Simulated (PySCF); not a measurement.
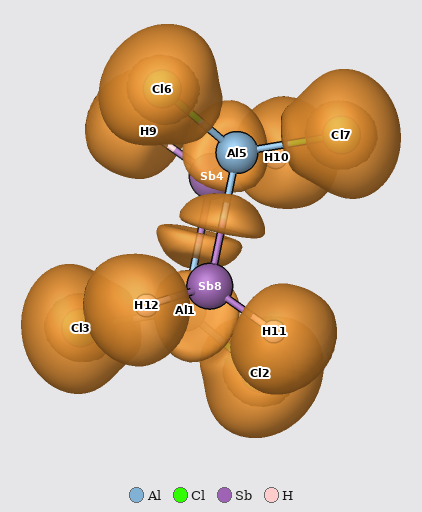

Figure. Al2Cl4H4Sb2 ((Cl2Al-mu-SbH2)2). Isosurface of the ELF at 0.75 (orange), seen at an oblique angle. Core shells and regions of very low density are left out.

Geometry: PBE0-D3(BJ)/def2-SVP; core potentials replace the inner electrons of Sb.

Theory: PySCF 2.14.0, wB97X-D/def2-SVPD, SCF density, gas phase, scalar-relativistic core potentials on the heavy atoms.

```csv
atom,x (Å),y (Å),z (Å)
Al,-0.4259,-0.9864,1.6837
Cl,-2.3012,-1.9294,1.9202
Cl,1.0457,-1.0475,3.1969
Sb,-0.6502,1.5423,0.7373
Al,0.4480,0.9720,-1.6741
Cl,2.3161,1.9258,-1.9195
Cl,-1.0272,1.0289,-3.1836
Sb,0.6720,-1.5568,-0.7279
H,0.1596,2.7096,1.6468
H,-2.2047,2.1962,0.7104
H,-0.1414,-2.7225,-1.6362
H,2.2248,-2.2150,-0.7029
```

Identify the bonds, lone pairs and shells in this picture.

The surface consists of four regions around hydrogen nuclei, four regions on Cl in which the atom's valence shell and bonds are merged and four regions wrapped around Sb (the valence shell of each).

Values along the shortest contacts:
Al–Cl (2.11 Å): the ELF peaks at about 0.90 in the valence shell of Cl, 0.9 Å from its nucleus, and is about 0.80 at the midpoint. Al–Sb (2.71 Å): the ELF peaks at about 0.95 between the atoms: a shared electron pair.
